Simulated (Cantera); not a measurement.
A closed system holds: 1 mol FeS2, 23 mol H2, 0.051 mol H2O, equilibrated at 10000 Pa.

Method: chemical equilibrium by Gibbs-energy minimisation in Cantera with the NASA 1993 tables (ideal gas, pure condensed phases). Candidate condensed phases: Fe, FeO, Fe(OH)2, Fe(OH)3, FeS, FeSO4, FeS2, Fe2O3, Fe2(SO4)3, Fe3O4, H2O, H2SO4, S; 22 gas species. FeS: taken at fixed stoichiometry. Gases not in the tables: S3 to S7. Equilibrium is a limit: real reactors are often held back by kinetics, nucleation or transport.

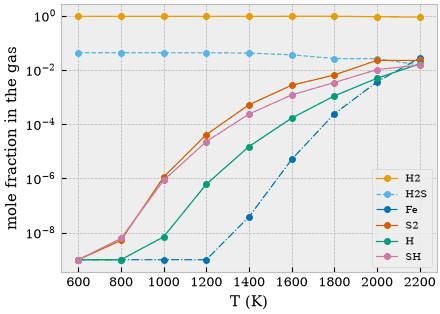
Figure: Equilibrium gas composition (values under 1e-9 drawn at 1e-9)

Read off the mole fractions at 1600 K.

H2 about 0.96, H2S about 0.037, S2 about 0.0027, SH about 0.0012, H about 0.00017, Fe about 5.0e-6.
